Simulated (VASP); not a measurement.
Band structure of Tb (space group P6_3/mmc). Level of theory: PBE GGA, VASP's PBE PAW potentials (set 64) (plane waves; VASP 6.6.1).

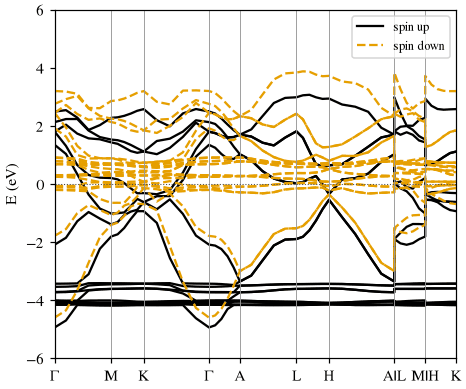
Fig. 1. Bands along high-symmetry lines, zero at the valence-band maximum or, without a gap, the Fermi level

Problem. Read the plot: is there a gap, and where are the band edges?

Solution. It has no gap at this level: it comes out as a metal or semimetal.

The structure is a typed Tb crystal (P6_3/mmc). The cell was not relaxed at this level.
